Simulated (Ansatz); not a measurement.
The parent structure is CaO in the rock salt structure (space group Fm-3m, No. 225; a = 4.767 Å).

One thing is altered: electron doping at 5.0×10^21 cm⁻³ (0.135 per cell), with a uniform compensating background at fixed cell and a 300 K Fermi–Dirac width.

The values are results of Kohn–Sham DFT with the PBEsol functional, run in Ansatz (a program for electronic structure) with PAW and 420 eV plane waves, spin-orbit coupling left out, not measurements.

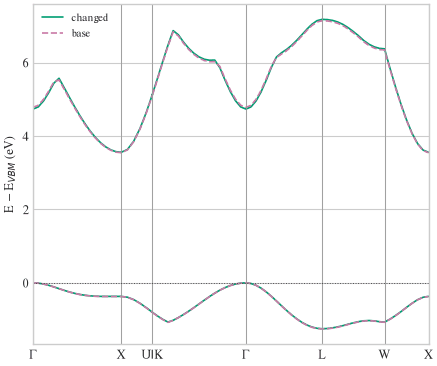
Figure. Highest valence and lowest conduction band along the path, each from its own valence-band maximum

The gap is 3.56 eV, indirect, Γ → X; the base has 3.54 eV.

Charged cell with a jellium background: band edges are those of the host's band count, energies are not comparable with the neutral cell, and many-body gap narrowing is missing. Semilocal Kohn–Sham gaps tend to fall short of experiment. Stability against distortions was not tested.
